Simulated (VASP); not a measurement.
Energy against volume of W (bcc). Calculation: MS2 meta-GGA, VASP's PBE PAW potentials (set 64) (plane waves; VASP 6.6.1).

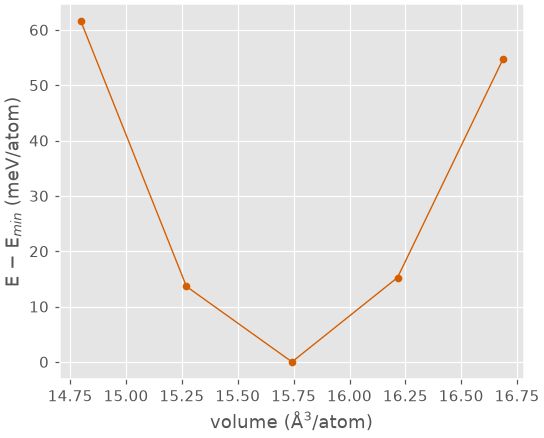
Figure. Energy against volume

Q: Estimate the equilibrium volume and the bulk modulus.

A: The minimum lies near 15.7 Å³/atom, and the curvature gives B0 of about 330 GPa.

Measured: bulk modulus 312 GPa at 0 K (computed value off by +5.0 %), as given by Vázquez-Parga, Fernández-Martínez, Viñes, J. Chem. Theory Comput. (2023), doi:10.1021/acs.jctc.3c00612, Supporting … [zero-point energy and finite temperature contributions removed]; a 3.160 Å at 0 K (computed value off by -0.1 %), as given by Daniel Mejia-Rodriguez et al., Physical Review B (2018), arXiv:1807.09216 [static lattice: zero-point anharmonic expansion removed].

The compound is W in the bcc structure. It was relaxed first.
